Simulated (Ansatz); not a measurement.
```xyz
14

Si   -2.0063   -0.4608   -0.0098
Si   -0.2208   -0.4034    1.5000
F    -1.9133   -1.7320   -0.9772
F    -3.3270   -0.7454    0.8576
H    -2.3146    0.7546   -0.7849
H     1.0098    0.3568   -1.2957
O     0.1341   -0.0257   -1.4874
H     2.4517    1.1628    0.2684
O     2.5495    1.0977   -0.6864
H    -0.6561   -0.5896    2.9113
H     0.7884   -1.4469    1.1760
H     0.4523    0.9267    1.4189
H     0.2879   -0.8781   -1.9014
H     2.7646    1.9834   -0.9894
```

The reactant side of a reaction path; geometry: PBE0-D4/def2-TZVP; a saddle point, not a minimum.

The calculation used RKS PBE0-D4/def2-TZVPP in Ansatz 0.2.0.

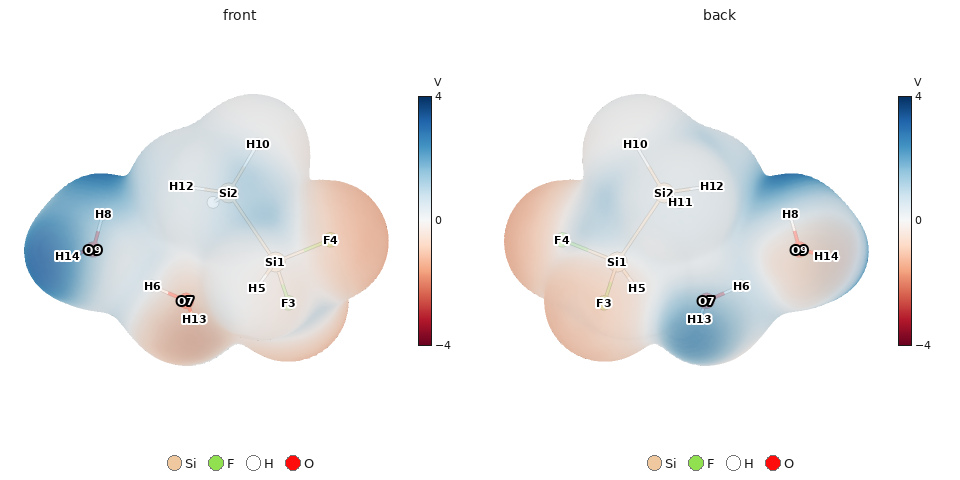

F2H4Si2···H2O···H2O. The electrostatic potential painted on the density surface at 0.002 e/bohr³, seen from the front and from behind; the colour scale runs from red (negative) to blue (positive).

Q: Where is the surface potential most negative and most positive?

A: The most negative region (about −1.3 V) lies over F4 and O7, the most positive (about +3.1 V) over H14.
